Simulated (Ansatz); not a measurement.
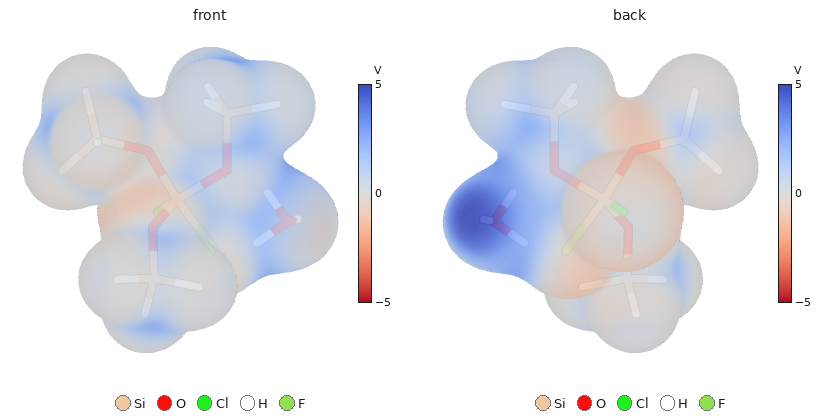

Figure 1: ClFH9O3Si4···H3O. The molecular electrostatic potential painted on the density surface at 0.004 e/bohr³, seen from the front and from behind; red is negative and blue positive.

A transition-state structure; geometry: PBE0-D4/def2-TZVP.

All numbers below come from RKS PBE0-D4/def2-TZVPP (Ansatz).

```xyz
22

Si    0.1904   -0.1662    0.5613
O    -1.3689   -0.3720   -0.1052
Si   -2.3602    0.9571   -0.4130
O     1.5536   -0.0853   -0.3302
Si    2.6773   -1.1106   -0.9576
O    -0.0735    1.4928    0.6470
Si    0.9334    2.7870    0.5818
Cl    0.3138   -0.5232    2.5947
H    -0.7640   -2.6478    0.1331
F     0.3207   -2.0430    0.3439
H    -1.8894   -1.6839   -0.1747
O    -1.8299   -2.7449   -0.1252
H    -1.7979    1.8537   -1.4437
H    -3.5643    0.2872   -0.9827
H    -2.7676    1.6642    0.8176
H     3.2726   -1.9687    0.0959
H     3.7341   -0.2589   -1.5568
H     2.0805   -1.9604   -2.0192
H     1.3961    3.0348   -0.8085
H     2.1128    2.5874    1.4624
H     0.1616    3.9675    1.0473
H    -2.3311   -3.0669    0.6323
```

Where is the surface potential most negative and most positive?

Answer. The most negative region (about −1.0 V) lies over O6 and F10, the most positive (about +4.8 V) over H22.
